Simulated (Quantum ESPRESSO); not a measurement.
What a tighter setting buys: K_POINTS, LaHfMg6 (Amm2, 8 atoms in the cell)

Cell: a = 5.3216 Å, b = 6.7250 Å, c = 6.7250 Å, α = 59.97°, β = 90.00°, γ = 90.00°.

Computed with PBEsol, GBRV 1.5 ultrasoft (PBESOL) pseudopotentials (plane waves; Quantum ESPRESSO).

Base settings: ecutwfc = 40 Ry; ecutrho = 320 Ry; occupations = smearing; smearing = gauss; degauss = 0.0036749 Ry; potentials = {La: la_pbesol_v1.uspp.F.UPF, Mg: mg_pbesol_v1.4.uspp.F.UPF, Hf: hf_pbesol_v1.uspp.F.UPF}; K_POINTS = automatic 4 3 3 0 0 0; conv_thr = 1e-10 Ry.

Misses are taken against the tightest run, automatic 5 5 5 0 0 0, which need not be fully converged itself. The energy is the free energy per atom.

The count of work is k-points × plane waves × bands × iterations; it is no time, and leaves out set-up, grids and terms that scale otherwise. 

The starting cell comes from a database of computed structures (which also holds hypothetical and non-ambient phases and stackings), without a prior relaxation at this level. Its lattice was rescaled by a random factor within 2.5 % of one.

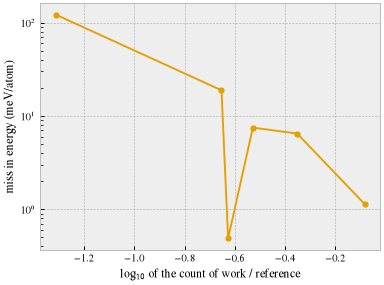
Fig. 1. Miss against the count of work; the reference run is not drawn, and misses under 0.1 meV/atom are drawn there.

```tsv
K_POINTS	energy less reference (meV/atom)	pressure less reference (GPa)	largest difference in the force on any atom (eV/Å)	count of work / reference
automatic 1 1 1 0 0 0	121.95	1.73	0.515	0.049
automatic 2 2 2 0 0 0	0.49	0.21	0.115	0.24
automatic 3 2 2 0 0 0	-18.82	0.00	0.122	0.22
automatic 3 3 3 0 0 0	7.49	-0.02	0.108	0.30
automatic 4 3 3 0 0 0	6.47	-0.05	0.030	0.44
automatic 4 4 4 0 0 0	1.13	-0.02	0.076	0.83
automatic 5 5 5 0 0 0	0.00	0.00	0.000	1.0
```

Coarsest setting among those run that, with all tighter ones, holds the energy within 10 meV/atom of the reference: automatic 3 3 3 0 0 0, off by 7.5 meV/atom; it needs 0.30 of the reference's count of work. The coarser automatic 2 2 2 0 0 0 also lies inside, but a setting between leaves the range again, so that is luck.

Coarsest setting among those run that, with all tighter ones, holds the energy within 5 meV/atom of the reference: automatic 4 4 4 0 0 0, off by 1.1 meV/atom; its saving against the reference is no more than about a factor of 2 in the count of work. The coarser automatic 2 2 2 0 0 0 also lies inside, but a setting between leaves the range again, so that is luck.

Smallest miss in the energy for at most 0.5 times the reference's count of work: automatic 2 2 2 0 0 0, with a miss of 0.49 meV/atom at a count of 0.24.

The step from automatic 1 1 1 0 0 0 to automatic 3 2 2 0 0 0: it takes the miss in the energy from 120 to 19 meV/atom, for 4.6 times the count of work.
